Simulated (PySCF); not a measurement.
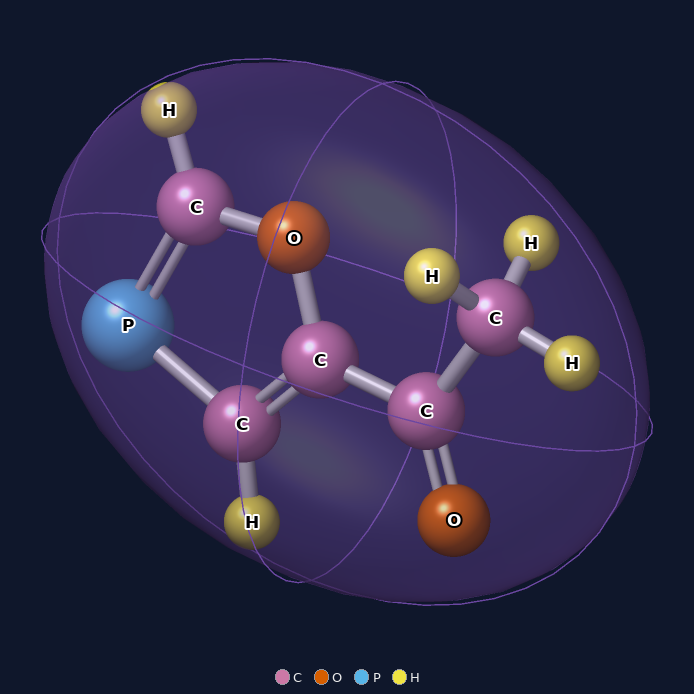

The ellipsoid shows the static dipole polarisability: its half-axes are proportional to the principal values. Computed geometry: GFN2-xTB optimisation. No frequency run is at hand to confirm it as a minimum. Computed with B3LYP/def2-SVPD (PySCF 2.14.0).

### How large and how anisotropic is the polarisability?

Principal values 57.2, 89.8, 123.5 bohr³; mean 90.2 bohr³ (13.36 Å³); anisotropy 57.4 bohr³, so the longest axis is 2.16 times the shortest.

The geometry is semi-empirical. Around P such bond lengths and angles can be off by a tenth of an ångström or more and by several degrees, and values that hang on the shape move with them.
